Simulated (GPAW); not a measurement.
## Work function of OH/W(100) at several levels

How far do functional and basis move the work function of OH/W(100)?

Method: GPAW, PAW setups; slab in vacuum, relaxation, in the first sound run; inputs show where later runs differ, in GPAW 26.7.0.

### 1. Set-up

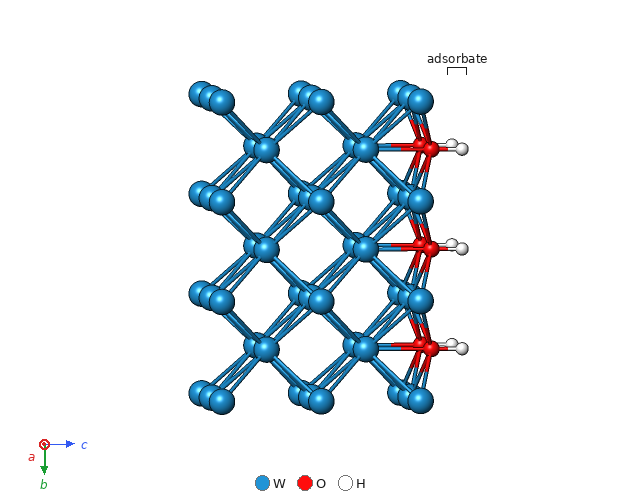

The cell as given, from the side, with the c axis across the page (tungsten blue, oxygen red, hydrogen white). 2×3×1 cells are drawn. Some periodic images of atoms are drawn too.

The cell holds 7 atoms: 5 W, 1 O and 1 H. Cell: a = 3.160 Å, b = 3.160 Å, c = 25.800 Å, α = 90.0°, β = 90.0°, γ = 90.0°. Vacuum lies along c.

### 2. Relaxing the atoms

Forces are removed first; all later runs use this geometry. The lowest 3 atoms are held at bulk positions and keep their forces.

File run.py:

```python
import json
import numpy as np
from ase import Atoms
from ase.constraints import FixAtoms
from ase.optimize import BFGS
from gpaw import GPAW, PW

slab = Atoms(
    ['W', 'W', 'W', 'W', 'W', 'O', 'H'],
    positions=[
        [0.00000, 0.00000, 9.00000],
        [1.58000, 1.58000, 10.58000],
        [0.00000, 0.00000, 12.16000],
        [1.58000, 1.58000, 13.74000],
        [0.00000, 0.00000, 15.32000],
        [1.58000, 1.58000, 15.82000],
        [1.58000, 1.58000, 16.80000]],
    cell=[[3.16, 0.0, 0.0], [0.0, 3.16, 0.0], [0.0, 0.0, 25.8]],
    pbc=[True, True, False])

slab.calc = GPAW(mode=PW(500), xc='PBE', kpts={'size': (10, 10, 1), 'gamma': True},
                 occupations={'name': 'fermi-dirac', 'width': 0.1}, nbands='160%',
                 convergence={'density': 1e-05}, maxiter=200,
                 poissonsolver={'dipolelayer': 'xy'},
                 symmetry={'tolerance': 1e-3, 'extra_ids': [1, 1, 1, 0, 0, 0, 0]}, txt='slab.txt')
result = {}
slab.set_constraint(FixAtoms([0, 1, 2]))
path = []
opt = BFGS(slab, maxstep=0.2)
opt.attach(lambda: path.append((slab.get_potential_energy(), slab.positions.tolist(), slab.get_forces().tolist())))
result['relaxed'] = bool(opt.run(fmax=0.03, steps=40))
result['path'] = path
energy = slab.get_potential_energy()
fermi = slab.calc.get_fermi_level()
v = slab.calc.get_electrostatic_potential().mean((0, 1)) - fermi
n = slab.calc.get_pseudo_density().mean((0, 1))
L = slab.cell[2, 2]
z = np.arange(len(v)) * L / len(v)
low, high = slab.positions[:, 2].min(), slab.positions[:, 2].max()
below, above = np.interp([low - 6.8, high + 6.8], z, v)
slopes = [np.interp(x, z, np.gradient(v, z)) for x in (low - 6.8, high + 6.8)]
eps = np.array([[slab.calc.get_eigenvalues(k, s) for k in range(len(slab.calc.get_ibz_k_points()))]
                for s in range(slab.calc.get_number_of_spins())]) - fermi
top, bottom = eps[eps < 0].max(), eps[eps > 0].min()
dipole = slab.get_dipole_moment()[2]
print(f'energy {energy:.4f} eV, Fermi level {fermi:.4f} eV, dipole {dipole:.5f} e A')
print(f'potential 6.8 A off the faces, from the Fermi level: lower {below:.4f} eV, upper {above:.4f} eV')
print(f'slope of the potential there: lower {slopes[0]:.5f}, upper {slopes[1]:.5f} eV/A')
print(f'nearest levels on the mesh: {top:.4f} and {bottom:.4f} eV')
print('magnetic moment', round(slab.get_magnetic_moment(), 3))
result.update(energy=energy, fermi=fermi, dipole=dipole, below=below, above=above, slopes=slopes, edges=[top, bottom],
              z=z.tolist(), v=v.tolist(), n=n.tolist(), positions=slab.positions.tolist(),
              forces=slab.get_forces(apply_constraint=False).tolist(), moments=slab.get_magnetic_moments().tolist())
json.dump(result, open('result.json', 'w'))
```

On the command line:

```
> OMP_NUM_THREADS=1 OPENBLAS_NUM_THREADS=1 python run.py
```

The program printed:

```text
Step          Energy          fmax
BFGS:    0      -61.297242        2.622002
BFGS:    1      -61.488948        1.983831
BFGS:    2      -62.457607        3.556210
BFGS:    3      -62.567510        3.955402
BFGS:    4      -62.823511        2.029590
BFGS:    5      -62.942366        1.236876
BFGS:    6      -63.194798        1.851209
BFGS:    7      -63.287340        1.803645
BFGS:    8      -63.545745        1.342058
BFGS:    9      -63.660569        0.546321
BFGS:   10      -63.668578        0.228656
BFGS:   11      -63.670193        0.041555
BFGS:   12      -63.670291        0.014930
energy -63.5900 eV, Fermi level 2.5188 eV, dipole 0.09518 e A
potential 6.8 A off the faces, from the Fermi level: lower 4.2620 eV, upper 2.5336 eV
slope of the potential there: lower -0.00017, upper 0.00004 eV/A
nearest levels on the mesh: -0.0294 and 0.0091 eV
magnetic moment 0.0
```

The job ended after 61 min (1 thread of Arm Neoverse V2, shared host; peak memory 0.4 GiB).

Step by step:

| step | energy less that of the first step (eV) | largest force (eV/Å) |
| --- | --- | --- |
| 1 | 0.0000 | 2.6220 |
| 2 | -0.1928 | 1.9838 |
| 3 | -1.1719 | 3.5562 |
| 4 | -1.2921 | 3.9554 |
| 5 | -1.5460 | 2.0296 |
| 6 | -1.6645 | 1.2369 |
| 7 | -1.9163 | 1.8512 |
| 8 | -2.0085 | 1.8036 |
| 9 | -2.2660 | 1.3421 |
| 10 | -2.3823 | 0.5463 |
| 11 | -2.3910 | 0.2287 |
| 12 | -2.3931 | 0.0416 |
| 13 | -2.3934 | 0.0149 |

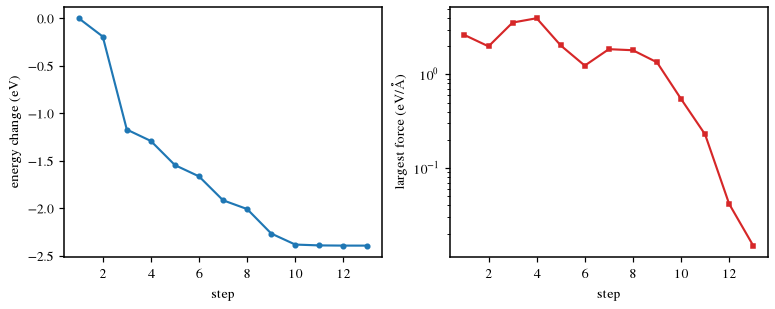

Energy and largest force along the relaxation.

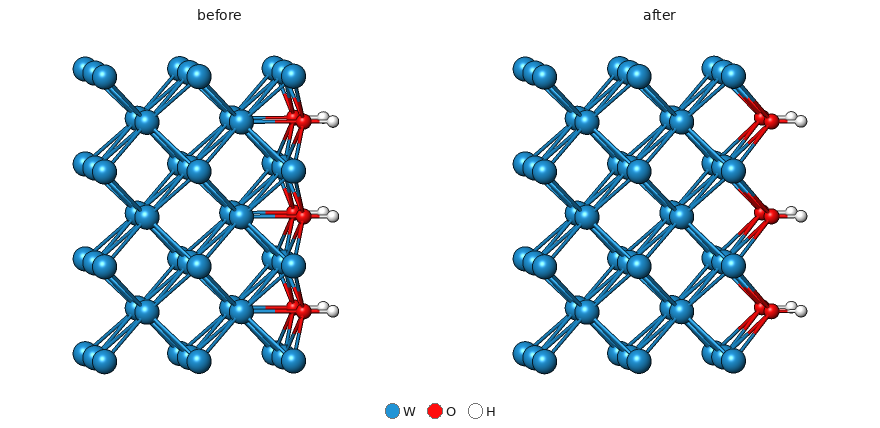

Before and after, at one scale.

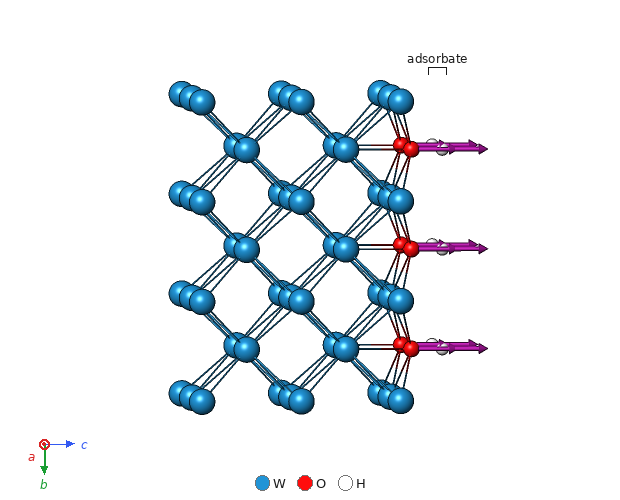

Displacements in the relaxation, exaggerated; the longest in the cell stands for 0.94 Å. 2×3×1 cells are drawn. Some periodic images of atoms are drawn too.

The atoms that moved most (Å):

| atom | dx | dy | dz | length |
| --- | --- | --- | --- | --- |
| H7 | 0.000 | 0.000 | 0.941 | 0.941 |
| O6 | 0.000 | 0.000 | 0.934 | 0.934 |
| W4 | 0.000 | 0.000 | 0.007 | 0.007 |

The relaxed structure:

```
W O H
1.0
     3.16000    0.00000    0.00000
     0.00000    3.16000    0.00000
     0.00000    0.00000   25.80000
W O H
5 1 1
Direct
  0.00000 0.00000 0.34884
  0.50000 0.50000 0.41008
  0.00000 0.00000 0.47132
  0.50000 0.50000 0.53283
  0.00000 0.00000 0.59369
  0.50000 0.50000 0.64937
  0.50000 0.50000 0.68763
```

Numbers from this step:

```yaml
dipole_along_the_normal: 0.09518 e·Å
levels_nearest_the_fermi_level_on_the_mesh: -0.02936, 0.009087 eV from the Fermi level
upper_work_function: 2.534 eV
lower_work_function: 4.262 eV
```

The electrostatic potential energy of an electron (without an applied field's), less the Fermi level, planar mean oscillates, so the rows of the table below give means over windows of 2 Å about each position, cut where the curve ends. Its maxima inside the range that stand out by 2 % of the span (Å: eV): 1.7: 4.26, 9.7: -8.65, 11.4: -9.13, 13.0: -9.03, 14.5: -8.78, 16.3: -3.29, 17.4: 1.43. Its minima: 9.0: -20.0, 10.6: -20.6, 12.1: -20.7, 13.8: -20.6, 15.3: -20.5, 16.7: -7.32, 17.8: 0.555.

The electrostatic potential energy of an electron (without an applied field's), less the Fermi level, planar mean by z; means over each step:

| z (Å) | electrostatic potential energy of an electron (without an applied field's), less the Fermi level, planar mean (eV) |
| --- | --- |
| 0 | 4.10 |
| 2 | 4.26 |
| 4 | 4.26 |
| 6 | 4.14 |
| 8 | -3.89 |
| 10 | -15.1 |
| 12 | -13.9 |
| 14 | -13.9 |
| 16 | -10.4 |
| 18 | 1.32 |
| 20 | 2.51 |
| 22 | 2.53 |
| 24 | 2.53 |

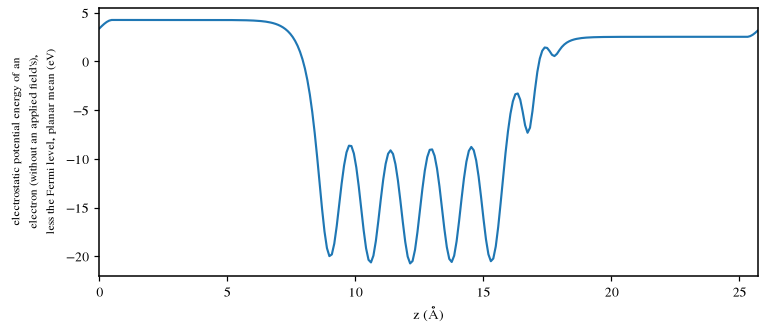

Electrostatic potential energy of an electron (without an applied field's), less the Fermi level, planar mean against z.

The pseudo valence density, planar mean oscillates, so the rows of the table below give means over windows of 2 Å about each position, cut where the curve ends. Its maxima inside the range that stand out by 2 % of the span (Å: e/Å³): 9.0: 1.34, 10.5: 1.34, 12.2: 1.34, 13.8: 1.37, 15.3: 1.35, 16.6: 0.722. Its minima: 9.7: 0.532, 11.3: 0.535, 13.0: 0.518, 14.5: 0.542, 16.1: 0.374.

The pseudo valence density, planar mean by z; means over each step:

| z (Å) | pseudo valence density, planar mean (e/Å³) |
| --- | --- |
| 4 | 3.9e-5 |
| 6 | 0.00326 |
| 8 | 0.351 |
| 10 | 0.930 |
| 12 | 0.831 |
| 14 | 0.853 |
| 16 | 0.759 |
| 18 | 0.128 |
| 20 | 5.9e-4 |
| 22 | 6.6e-6 |

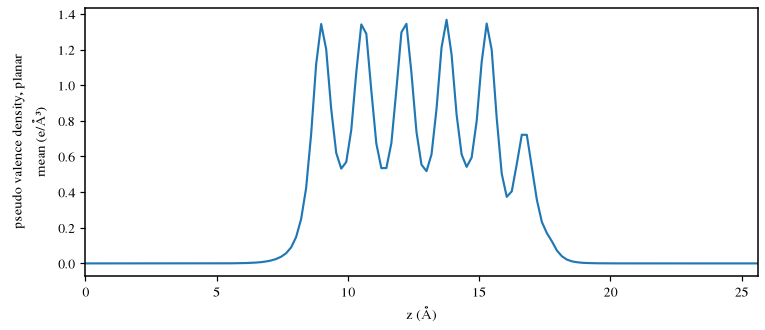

Pseudo valence density, planar mean against z.

The relaxation lowered the energy of the cell by 2.39 eV (energies extrapolated to zero smearing; the optimiser's log prints free energies). The largest force left on a free atom is 0.015 eV/Å.

### 3. Plane waves, PBE

The work function is the vacuum plateau of the electrostatic potential less the Fermi level; a dipole layer lets the two faces have plateaus of their own.

This step: GPAW, PAW setups; slab in vacuum (GPAW 26.7.0).

Edit run.py of step 2 so:

```diff
@@ -3,4 +3,2 @@
 from ase import Atoms
-from ase.constraints import FixAtoms
-from ase.optimize import BFGS
 from gpaw import GPAW, PW
@@ -13,6 +11,6 @@
         [0.00000, 0.00000, 12.16000],
-        [1.58000, 1.58000, 13.74000],
-        [0.00000, 0.00000, 15.32000],
-        [1.58000, 1.58000, 15.82000],
-        [1.58000, 1.58000, 16.80000]],
+        [1.58000, 1.58000, 13.74699],
+        [0.00000, -0.00000, 15.31716],
+        [1.58000, 1.58000, 16.75378],
+        [1.58000, 1.58000, 17.74076]],
     cell=[[3.16, 0.0, 0.0], [0.0, 3.16, 0.0], [0.0, 0.0, 25.8]],
@@ -24,10 +22,4 @@
                  poissonsolver={'dipolelayer': 'xy'},
-                 symmetry={'tolerance': 1e-3, 'extra_ids': [1, 1, 1, 0, 0, 0, 0]}, txt='slab.txt')
+                 symmetry={'tolerance': 1e-3}, txt='slab.txt')
 result = {}
-slab.set_constraint(FixAtoms([0, 1, 2]))
-path = []
-opt = BFGS(slab, maxstep=0.2)
-opt.attach(lambda: path.append((slab.get_potential_energy(), slab.positions.tolist(), slab.get_forces().tolist())))
-result['relaxed'] = bool(opt.run(fmax=0.03, steps=40))
-result['path'] = path
 energy = slab.get_potential_energy()
```

The program printed:

```text
energy -63.5900 eV, Fermi level 2.5189 eV, dipole 0.09538 e A
potential 6.8 A off the faces, from the Fermi level: lower 4.2620 eV, upper 2.5335 eV
slope of the potential there: lower -0.00020, upper 0.00005 eV/A
nearest levels on the mesh: -0.0293 and 0.0091 eV
magnetic moment 0.0
```

The job ended after 4.9 min (1 thread; peak memory 0.39 GiB).

This step gave:

```yaml
dipole_along_the_normal: 0.09538 e·Å
levels_nearest_the_fermi_level_on_the_mesh: -0.02930, 0.009067 eV from the Fermi level
```

The electrostatic potential energy of an electron (without an applied field's), less the Fermi level, planar mean oscillates, so the rows of the table below give means over windows of 2.5 Å about each position, cut where the curve ends. Its maxima inside the range that stand out by 2 % of the span (Å: eV): 1.7: 4.26, 9.7: -8.65, 11.4: -9.13, 13.0: -9.03, 14.5: -8.78, 16.3: -3.29, 17.4: 1.43. Its minima: 9.0: -20.0, 10.6: -20.6, 12.1: -20.7, 13.8: -20.6, 15.3: -20.5, 16.7: -7.32, 17.8: 0.555.

Table of electrostatic potential energy of an electron (without an applied field's), less the Fermi level, planar mean by z; means over each step:

| z (Å) | electrostatic potential energy of an electron (without an applied field's), less the Fermi level, planar mean (eV) |
| --- | --- |
| 0.0 | 4.13 |
| 2.5 | 4.26 |
| 5.0 | 4.24 |
| 7.5 | -0.0554 |
| 10.0 | -15.1 |
| 12.5 | -14.4 |
| 15.0 | -13.5 |
| 17.5 | -0.747 |
| 20.0 | 2.50 |
| 22.5 | 2.53 |
| 25.0 | 2.58 |

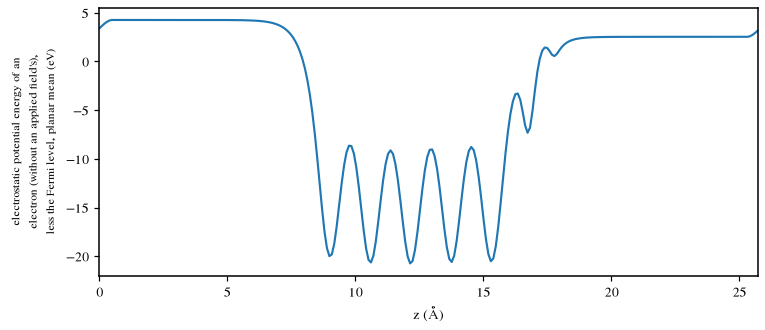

Electrostatic potential energy of an electron (without an applied field's), less the Fermi level, planar mean against z.

The pseudo valence density, planar mean oscillates, so the rows of the table below give means over windows of 2.5 Å about each position, cut where the curve ends. Its maxima inside the range that stand out by 2 % of the span (Å: e/Å³): 9.0: 1.34, 10.5: 1.34, 12.2: 1.34, 13.8: 1.37, 15.3: 1.35, 16.6: 0.722. Its minima: 9.7: 0.532, 11.3: 0.535, 13.0: 0.518, 14.5: 0.542, 16.1: 0.374.

The pseudo valence density, planar mean by z; means over each step:

| z (Å) | pseudo valence density, planar mean (e/Å³) |
| --- | --- |
| 2.5 | 2.0e-6 |
| 5.0 | 5.0e-4 |
| 7.5 | 0.165 |
| 10.0 | 0.930 |
| 12.5 | 0.868 |
| 15.0 | 0.832 |
| 17.5 | 0.288 |
| 20.0 | 9.1e-4 |
| 22.5 | 3.3e-6 |

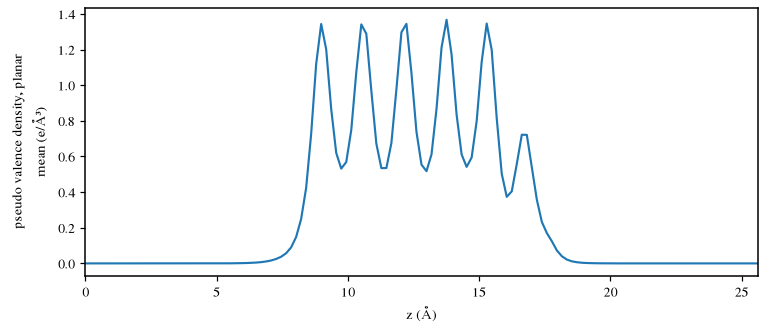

Pseudo valence density, planar mean against z.

Force by atom:

| atom | x (eV/Å) | y (eV/Å) | z (eV/Å) | size |
| --- | --- | --- | --- | --- |
| W1 | 0.00 | 0.00 | 1.44 | 1.44 |
| W2 | 0.00 | 0.00 | -1.56 | 1.56 |
| W3 | 0.00 | 0.00 | 0.19 | 0.19 |
| W4 | 0.00 | 0.00 | 0.00 | 0.00 |
| W5 | 0.00 | 0.00 | -0.01 | 0.01 |
| O6 | 0.00 | 0.00 | 0.01 | 0.01 |
| H7 | 0.00 | 0.00 | 0.00 | 0.00 |

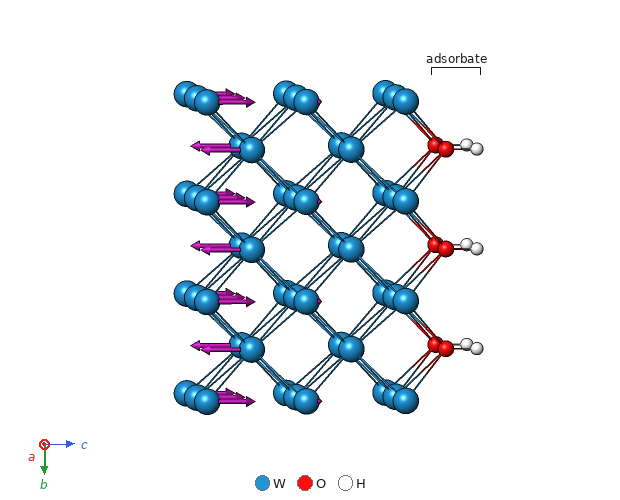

Force as arrows, the longest 1.56 eV/Å. 2×3×1 cells are drawn. Some periodic images of atoms are drawn too.

The potential is flat to 2.0e-4 eV/Å where it is read, so the vacuum is wide enough.

### 4. Self-consistent run: xc = "revPBE"

The same geometry under revPBE, to see how far the functional moves the levels against the vacuum.

Edit run.py of step 3 so:

```diff
@@ -18,3 +18,3 @@
 
-slab.calc = GPAW(mode=PW(500), xc='PBE', kpts={'size': (10, 10, 1), 'gamma': True},
+slab.calc = GPAW(mode=PW(500), xc='revPBE', kpts={'size': (10, 10, 1), 'gamma': True},
                  occupations={'name': 'fermi-dirac', 'width': 0.1}, nbands='160%',
```

The program printed:

```text
energy -61.1612 eV, Fermi level 2.6232 eV, dipole 0.09483 e A
potential 6.8 A off the faces, from the Fermi level: lower 4.1320 eV, upper 2.4135 eV
slope of the potential there: lower -0.00020, upper 0.00005 eV/A
nearest levels on the mesh: -0.0301 and 0.0106 eV
magnetic moment 0.0
```

It took 5.2 min on 1 thread; peak memory 0.39 GiB.

Numbers from this step:

- dipole along the normal: 0.09483 e·Å
- levels nearest the Fermi level on the mesh: -0.03013, 0.01062 eV from the Fermi level
- upper work function: 2.413 eV
- lower work function: 4.132 eV

The electrostatic potential energy of an electron (without an applied field's), less the Fermi level, planar mean oscillates, so the rows of the table below give means over windows of 2 Å about each position, cut where the curve ends. Its maxima inside the range that stand out by 2 % of the span (Å: eV): 1.7: 4.13, 9.7: -8.72, 11.4: -9.20, 13.0: -9.10, 14.5: -8.85, 16.3: -3.40, 17.4: 1.32. Its minima: 9.0: -20.0, 10.6: -20.7, 12.1: -20.8, 13.8: -20.7, 15.3: -20.6, 16.7: -7.43, 17.8: 0.442.

Electrostatic potential energy of an electron (without an applied field's), less the Fermi level, planar mean against z; means over each step:

| z (Å) | electrostatic potential energy of an electron (without an applied field's), less the Fermi level, planar mean (eV) |
| --- | --- |
| 0 | 3.97 |
| 2 | 4.13 |
| 4 | 4.13 |
| 6 | 4.01 |
| 8 | -3.97 |
| 10 | -15.1 |
| 12 | -13.9 |
| 14 | -14.0 |
| 16 | -10.5 |
| 18 | 1.20 |
| 20 | 2.39 |
| 22 | 2.41 |
| 24 | 2.41 |

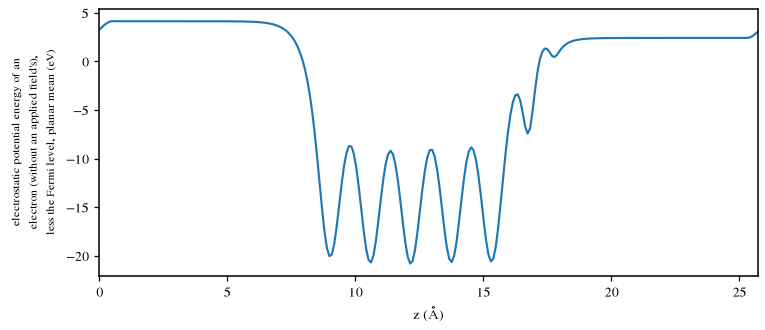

Electrostatic potential energy of an electron (without an applied field's), less the Fermi level, planar mean against z.

The pseudo valence density, planar mean oscillates, so the rows of the table below give means over windows of 2 Å about each position, cut where the curve ends. Its maxima inside the range that stand out by 2 % of the span (Å: e/Å³): 9.0: 1.34, 10.5: 1.34, 12.2: 1.35, 13.8: 1.37, 15.3: 1.35, 16.6: 0.722. Its minima: 9.7: 0.531, 11.3: 0.534, 13.0: 0.517, 14.5: 0.541, 16.1: 0.373.

The pseudo valence density, planar mean by z; means over each step:

| z (Å) | pseudo valence density, planar mean (e/Å³) |
| --- | --- |
| 4 | 4.0e-5 |
| 6 | 0.00319 |
| 8 | 0.351 |
| 10 | 0.930 |
| 12 | 0.831 |
| 14 | 0.853 |
| 16 | 0.759 |
| 18 | 0.128 |
| 20 | 5.8e-4 |
| 22 | 7.3e-6 |

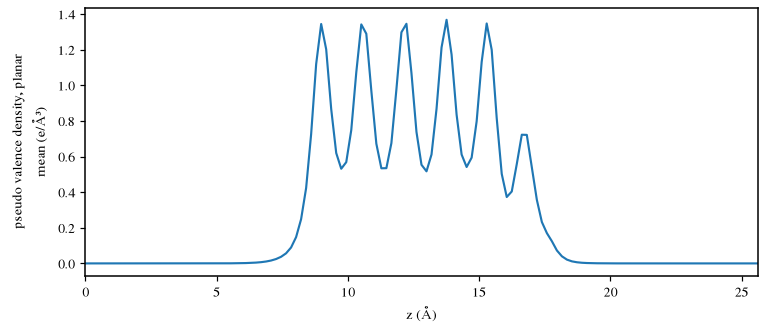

Pseudo valence density, planar mean, plotted against z.

Force by atom:

| atom | x (eV/Å) | y (eV/Å) | z (eV/Å) | size |
| --- | --- | --- | --- | --- |
| W1 | 0.00 | 0.00 | 1.26 | 1.26 |
| W2 | 0.00 | 0.00 | -1.57 | 1.57 |
| W3 | 0.00 | 0.00 | 0.19 | 0.19 |
| W4 | 0.00 | 0.00 | 0.00 | 0.00 |
| W5 | 0.00 | 0.00 | 0.01 | 0.01 |
| O6 | 0.00 | 0.00 | 0.18 | 0.18 |
| H7 | 0.00 | 0.00 | 0.01 | 0.01 |

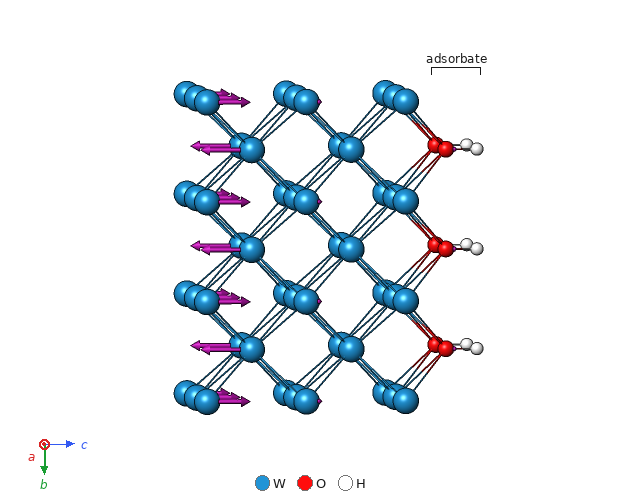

Force as arrows, the longest 1.57 eV/Å. 2×3×1 cells are drawn. Some periodic images of atoms are drawn too.

The upper face's work function is 2.413 eV, against 2.534 eV in the first plane-wave PBE run at this geometry.

(Continued in part 2 of 2.)

[Logs are printed without paths, hosts, clocks, repeated set-up lines and the standing remarks that a program may print on its own settings, such as how far it seeks lower states.]

[Hosts, paths, dates, database ids (printed as entryN), source tags and the programs' standing remarks are cut or masked in the printed files.]
